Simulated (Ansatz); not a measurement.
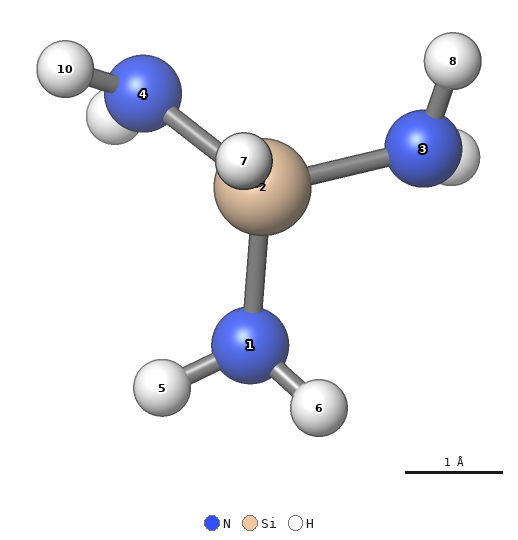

Fig. 1: The structure as given in the input (ball-and-stick view, seen on its broad side; atoms are numbered from 1 in the order of the input). Bond lengths as drawn: H–N 1.01 to 1.02 Å, H–Si 1.50 Å and N–Si 1.74 to 1.75 Å.

SiN3H7: nudged elastic band

SiN3H7, SMILES N[SiH](N)N, computed with RKS PBE0/cc-pVDZ (Ansatz 0.2.0).

One setting was made poor on purpose. It belongs to a series of runs on one base structure; here: band between the two ends. Figures and captions count atoms from 1; the log counts them from 0 in places.

### Input
```yaml
crystal:
  periodic: [false, false, false]
  atoms:
    - { symbol: "N", position_ang: [-1.259658, 0.945377, -0.087309] }
    - { symbol: Si, position_ang: [0.323372, 0.214329, 0.002596] }
    - { symbol: "N", position_ang: [0.400062, -0.336568, 1.655514] }
    - { symbol: "N", position_ang: [0.466197, -0.975682, -1.265766] }
    - { symbol: H, position_ang: [-1.53773, 1.32364, -0.98845] }
    - { symbol: H, position_ang: [-1.487438, 1.614593, 0.643741] }
    - { symbol: H, position_ang: [1.539254, 1.078845, -0.186022] }
    - { symbol: H, position_ang: [1.293615, -0.731266, 1.938972] }
    - { symbol: H, position_ang: [-0.339995, -0.975153, 1.939155] }
    - { symbol: H, position_ang: [1.031779, -0.733049, -2.072805] }
    - { symbol: H, position_ang: [-0.364158, -1.482067, -1.559125] }
basis:
  gaussian: { orbitals: cc-pVDZ }
hamiltonian:
  xc: pbe0
neb:
  order_check: false
  images: 3
  f_tol: 0.03
  max_iterations: 60
  initial_path: idpp
  climbing: true
  final_atoms:
    - { symbol: "N", position_ang: [-1.13563759, 1.21648324, 0.07591585] }
    - { symbol: Si, position_ang: [0.31372467, 0.2412058, 0.03015122] }
    - { symbol: "N", position_ang: [0.16604152, -0.77492813, 1.4345319] }
    - { symbol: "N", position_ang: [0.6706452, -0.8870588, -1.25577595] }
    - { symbol: H, position_ang: [-2.02674319, 0.72773502, 0.03587012] }
    - { symbol: H, position_ang: [-1.16378511, 2.01559473, -0.55139603] }
    - { symbol: H, position_ang: [1.42267342, 1.25256609, -0.06266546] }
    - { symbol: H, position_ang: [0.91498776, -1.44403647, 1.58657743] }
    - { symbol: H, position_ang: [-0.06145166, -0.30667787, 2.30673571] }
    - { symbol: H, position_ang: [0.98329209, -0.48660288, -2.13599965] }
    - { symbol: H, position_ang: [-0.01844711, -1.61128172, -1.44344414] }
```

Hardware: 2 threads of AMD EPYC (Zen 3), 16 GiB of memory available, shared host.

Command:
```bash
ansatz run input.yaml --threads 2 --pin off --max-ram 3072MiB --backend cpu --events-out ev --progress --plain --runs-dir out
```

### Log
```
Engine: ansatz 0.2.0, x86_64-unknown-linux-gnu
Functional definition: PBE0
  parameter a = 0.25
  parameter kappa = 0.804
  parameter beta = 0.06672455060314922
  exchange = (1 - a)*pbe_x(kappa = kappa, mu = beta*pi^2/3) + a*exact_x
  correlation = pbe_c(beta = beta)
1031 factors; integrals over basis functions are off by at most 2.8e-4 eV
mean field evaluation 1: about -12443.1608 eV, gradient 7.9e1 eV
mean field evaluation 2: about -12434.1330 eV, gradient 9.9e1 eV
mean field evaluation 4: about -12455.3156 eV, gradient 1.9e0 eV
mean field evaluation 8: about -12455.3543 eV, gradient 4.1e-2 eV
mean field -12455.35426941 eV, -457.7258268584 hartree, gradient 2.1e-5 eV, S^2 0.000000; 0 other end points of the search recorded, 0 dependent functions left out
the calculation of the forces begins
reference -12455.35429797 eV, -457.7258279081 hartree; 21, 21 occupied and 74, 74 virtual orbitals, 1031 factors
1031 factors; integrals over basis functions are off by at most 9.0e-4 eV
mean field evaluation 16: about -12443.1833 eV, gradient 7.9e1 eV
mean field -12455.39361869 eV, -457.7272729180 hartree, gradient 1.4e-5 eV, S^2 0.000000; 0 other end points of the search recorded, 0 dependent functions left out
[... from here on the field's lines of each further geometry are left out, up to the last ...]
NEB iter   1: max|band force component| = 5.979e-1 eV/Å  barrier→ = 0.1918 eV  barrier← = 0.2311 eV  Δτ_max = 0.1062 Å  (124 SCF iters)
NEB iter   2: max|band force component| = 3.624e-1 eV/Å  barrier→ = 0.1391 eV  barrier← = 0.1784 eV  CI = image 2  Δτ_max = 0.2000 Å  (84 SCF iters)
NEB iter   3: max|band force component| = 2.393e-1 eV/Å  barrier→ = 0.1052 eV  barrier← = 0.1445 eV  CI = image 2  Δτ_max = 0.0434 Å  (81 SCF iters)
NEB iter   4: max|band force component| = 9.922e-2 eV/Å  barrier→ = 0.0978 eV  barrier← = 0.1372 eV  CI = image 2  Δτ_max = 0.0635 Å  (84 SCF iters)
NEB iter   5: max|band force component| = 7.522e-2 eV/Å  barrier→ = 0.0945 eV  barrier← = 0.1338 eV  CI = image 2  Δτ_max = 0.0302 Å  (84 SCF iters)
NEB iter   6: max|band force component| = 6.753e-2 eV/Å  barrier→ = 0.0919 eV  barrier← = 0.1312 eV  CI = image 2  Δτ_max = 0.1237 Å  (78 SCF iters)
NEB iter   7: max|band force component| = 8.137e-2 eV/Å  barrier→ = 0.0830 eV  barrier← = 0.1223 eV  CI = image 2  Δτ_max = 0.0620 Å  (80 SCF iters)
NEB iter   8: max|band force component| = 9.241e-2 eV/Å  barrier→ = 0.0779 eV  barrier← = 0.1173 eV  CI = image 2  Δτ_max = 0.1235 Å  (85 SCF iters)
NEB iter   9: max|band force component| = 7.979e-2 eV/Å  barrier→ = 0.0692 eV  barrier← = 0.1086 eV  CI = image 2  Δτ_max = 0.1214 Å  (82 SCF iters)
NEB iter  10: max|band force component| = 8.700e-2 eV/Å  barrier→ = 0.0640 eV  barrier← = 0.1033 eV  CI = image 2  Δτ_max = 0.0493 Å  (81 SCF iters)
NEB iter  11: max|band force component| = 6.138e-2 eV/Å  barrier→ = 0.0629 eV  barrier← = 0.1023 eV  CI = image 2  Δτ_max = 0.0309 Å  (83 SCF iters)
NEB iter  12: max|band force component| = 2.934e-2 eV/Å  barrier→ = 0.0634 eV  barrier← = 0.1028 eV  CI = image 2  Δτ_max = 0.0608 Å  (83 SCF iters)
NEB iter  13: max|band force component| = 2.402e-1 eV/Å  barrier→ = 0.0617 eV  barrier← = 0.1010 eV  CI = image 2  Δτ_max = 0.0305 Å  (27 SCF iters)
NEB iter  14: max|band force component| = 5.384e-2 eV/Å  barrier→ = 0.0616 eV  barrier← = 0.1010 eV  CI = image 2  Δτ_max = 0.0609 Å  (82 SCF iters)
NEB iter  15: max|band force component| = 4.084e-2 eV/Å  barrier→ = 0.0624 eV  barrier← = 0.1018 eV  CI = image 2  Δτ_max = 0.0610 Å  (82 SCF iters)
NEB iter  16: max|band force component| = 7.216e-2 eV/Å  barrier→ = 0.0637 eV  barrier← = 0.1031 eV  CI = image 2  Δτ_max = 0.0305 Å  (81 SCF iters)
NEB iter  17: max|band force component| = 3.755e-2 eV/Å  barrier→ = 0.0643 eV  barrier← = 0.1037 eV  CI = image 2  Δτ_max = 0.0610 Å  (82 SCF iters)
NEB iter  18: max|band force component| = 3.229e-2 eV/Å  barrier→ = 0.0653 eV  barrier← = 0.1047 eV  CI = image 2  Δτ_max = 0.0610 Å  (82 SCF iters)
the calculation of the forces begins
reference -12455.33183567 eV, -457.7250024338 hartree; 21, 21 occupied and 74, 74 virtual orbitals, 1031 factors
1031 factors; integrals over basis functions are off by at most 3.3e-4 eV
mean field evaluation 480: about -12455.2552 eV, gradient 7.5e-1 eV
mean field -12455.28831096 eV, -457.7234029302 hartree, gradient 1.2e-5 eV, S^2 0.000000; 1 other end points of the search recorded, 0 dependent functions left out
the calculation of the forces begins
reference -12455.28833968 eV, -457.7234039856 hartree; 21, 21 occupied and 74, 74 virtual orbitals, 1031 factors
NEB iter  19: max|band force component| = 2.391e-2 eV/Å  barrier→ = 0.0660 eV  barrier← = 0.1053 eV  CI = image 2  Δτ_max = 0.0000 Å  (161 SCF iters)
```

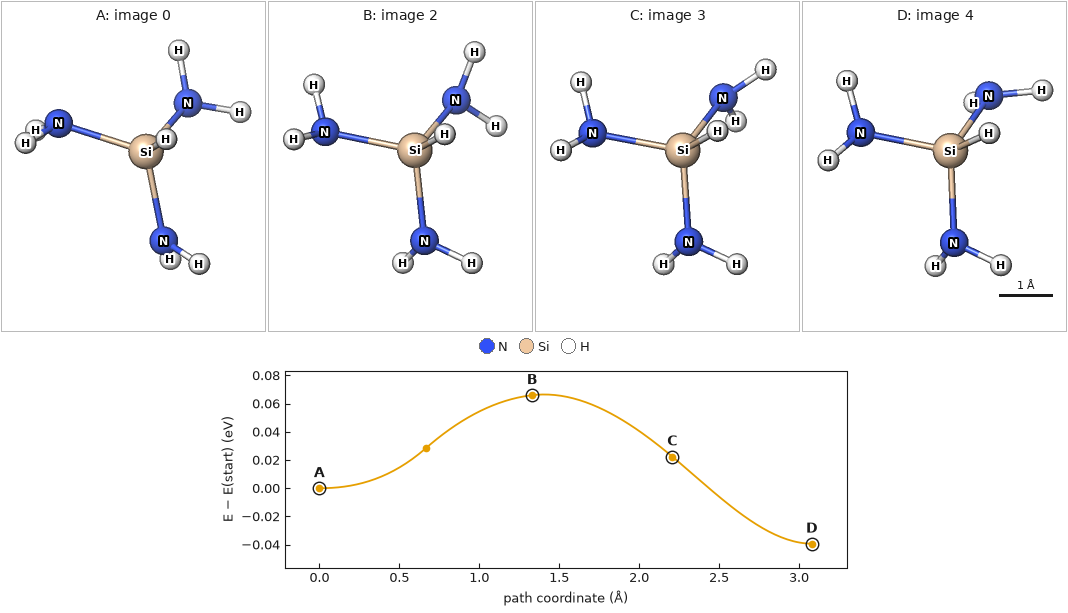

Fig. 2: Images of the last band (counted from 0; ball-and-stick, seen at a tilt) above the energy along the path; the line is a cubic interpolation that uses the forces. The highest image is number 2, 0.066 eV above the start and 0.105 eV above the end (the climbing image); the end lies 0.039 eV below the start. The path is 3.08 Å long. The band converged in 19 iterations.

```
Total energy: -12455.28833968 eV, -457.7234039856 hartree
Atom 0 at    -1.271136     0.960690     0.040421 Å, force     0.003647    -0.011484    -0.006070 eV/Å
Atom 1 at     0.306996     0.185652     0.081503 Å, force     0.001438     0.020043     0.001528 eV/Å
Atom 2 at     0.188826    -1.017999     1.334703 Å, force     0.003783     0.024144     0.004227 eV/Å
Atom 3 at     0.726584    -0.647604    -1.383598 Å, force    -0.010529    -0.013742     0.005383 eV/Å
Atom 4 at    -1.599930     1.165123    -0.900430 Å, force    -0.002674     0.003238     0.003242 eV/Å
Atom 5 at    -1.364796     1.810263     0.593452 Å, force    -0.001613    -0.004388    -0.001775 eV/Å
Atom 6 at     1.411789     1.191686     0.285428 Å, force     0.007312    -0.008884     0.003759 eV/Å
Atom 7 at     1.049067    -1.333845     1.772998 Å, force     0.001654    -0.004310    -0.002628 eV/Å
Atom 8 at    -0.511067    -0.828029     2.046425 Å, force    -0.003339    -0.008967    -0.006211 eV/Å
Atom 9 at     0.985269    -0.106100    -2.202414 Å, force    -0.000557     0.005341     0.004346 eV/Å
Atom 10 at     0.143696    -1.436838    -1.647986 Å, force     0.000878    -0.000991    -0.005800 eV/Å
Dipole moment:    -0.099368     0.208027    -0.077772 e Å
this run last wrote the band of iteration 19 to [file]; this run last wrote the band within `neb.f_tol` of iteration 12 to [file]
```

### The last band as extended XYZ (Å, eV, eV/Å)
```
11
Properties=species:S:1:pos:R:3:forces:R:3 image=0 energy=-12455.35427
N    -1.2597    0.9454   -0.0873    0.0004   0.0032  -0.0006
Si    0.3234    0.2143    0.0026    0.0036  -0.0020   0.0016
N     0.4001   -0.3366    1.6555   -0.0029  -0.0007  -0.0026
N     0.4662   -0.9757   -1.2658   -0.0056   0.0077   0.0052
H    -1.5377    1.3236   -0.9885    0.0009  -0.0018   0.0037
H    -1.4874    1.6146    0.6437    0.0005  -0.0034  -0.0037
H     1.5393    1.0788   -0.1860    0.0002   0.0002  -0.0013
H     1.2936   -0.7313    1.9390   -0.0001   0.0001  -0.0004
H    -0.3400   -0.9752    1.9392    0.0004   0.0003   0.0017
H     1.0318   -0.7330   -2.0728    0.0019  -0.0007  -0.0022
H    -0.3642   -1.4821   -1.5591    0.0006  -0.0028  -0.0013
11
Properties=species:S:1:pos:R:3:forces:R:3 image=1 energy=-12455.32590
N    -1.2624    0.9529   -0.0198    0.0056  -0.0151  -0.0044
Si    0.3349    0.2308    0.0517    0.0277   0.0313  -0.0093
N     0.3599   -0.5470    1.6037    0.0056   0.0669   0.0193
N     0.6247   -0.8208   -1.3110   -0.0210  -0.0238   0.0108
H    -1.5615    1.2164   -0.9554    0.0152   0.0228  -0.0036
H    -1.4245    1.7437    0.6004   -0.0180  -0.0264   0.0232
H     1.4882    1.1918   -0.0090    0.0136   0.0034  -0.0095
H     1.1433   -1.1483    1.8380    0.0039   0.0122  -0.0008
H    -0.5128   -0.9577    1.9195   -0.0160  -0.0597  -0.0357
H     0.9385   -0.3810   -2.1724    0.0104  -0.0136   0.0160
H    -0.0630   -1.5378   -1.5255   -0.0269   0.0020  -0.0059
11
Properties=species:S:1:pos:R:3:forces:R:3 image=2 energy=-12455.28831
N    -1.2711    0.9607    0.0404    0.0036  -0.0115  -0.0061
Si    0.3070    0.1857    0.0815    0.0014   0.0200   0.0015
N     0.1888   -1.0180    1.3347    0.0038   0.0241   0.0042
N     0.7266   -0.6476   -1.3836   -0.0105  -0.0137   0.0054
H    -1.5999    1.1651   -0.9004   -0.0027   0.0032   0.0032
H    -1.3648    1.8103    0.5935   -0.0016  -0.0044  -0.0018
H     1.4118    1.1917    0.2854    0.0073  -0.0089   0.0038
H     1.0491   -1.3338    1.7730    0.0017  -0.0043  -0.0026
H    -0.5111   -0.8280    2.0464   -0.0033  -0.0090  -0.0062
H     0.9853   -0.1061   -2.2024   -0.0006   0.0053   0.0043
H     0.1437   -1.4368   -1.6480    0.0009  -0.0010  -0.0058
11
Properties=species:S:1:pos:R:3:forces:R:3 image=3 energy=-12455.33181
N    -1.2345    1.0643    0.1453    0.0010   0.0031   0.0095
Si    0.2901    0.1986    0.1412    0.0095   0.0201   0.0073
N     0.0513   -1.1654    1.1980   -0.0075  -0.0030  -0.0148
N     0.8676   -0.5079   -1.3438   -0.0011  -0.0078   0.0117
H    -1.8666    0.8833   -0.6297   -0.0416  -0.0410   0.0322
H    -1.1657    2.0685    0.2800    0.0281   0.0370  -0.0508
H     1.3269    1.2121    0.5456   -0.0042   0.0049   0.0157
H     0.8775   -1.6785    1.4925   -0.0090  -0.0242  -0.0265
H    -0.5347   -0.9693    2.0049    0.0101   0.0038   0.0049
H     1.1336    0.1178   -2.0988    0.0034   0.0068   0.0105
H     0.3198   -1.2803   -1.7146    0.0113   0.0003   0.0003
11
Properties=species:S:1:pos:R:3:forces:R:3 image=4 energy=-12455.39362
N    -1.1220    1.2133    0.2123   -0.0005   0.0007  -0.0006
Si    0.3056    0.2074    0.1476    0.0008  -0.0007   0.0018
N    -0.0957   -1.1368    1.1765    0.0000   0.0005  -0.0002
N     0.8765   -0.5548   -1.3177   -0.0001   0.0002  -0.0011
H    -1.9954    0.8027   -0.1088    0.0001  -0.0008   0.0003
H    -1.0329    2.1511   -0.1692    0.0001   0.0002  -0.0004
H     1.4207    1.1444    0.5218    0.0000  -0.0004  -0.0001
H     0.6097   -1.8623    1.2646    0.0001   0.0000  -0.0002
H    -0.4706   -0.9064    2.0920   -0.0002   0.0000  -0.0002
H     1.3429    0.0481   -1.9899    0.0001   0.0004   0.0002
H     0.2264   -1.1637   -1.8087   -0.0004  -0.0002   0.0005
```

### Results in brief

```tsv
quantity	value
outcome	converged
barrier, forward	0.066 eV
barrier, backward	0.105 eV
wall time	88 s (CPU time 2.8 min)
peak memory	0.23 GiB
```

A deliberately poor setting: few images. The order of the saddle point was not checked.
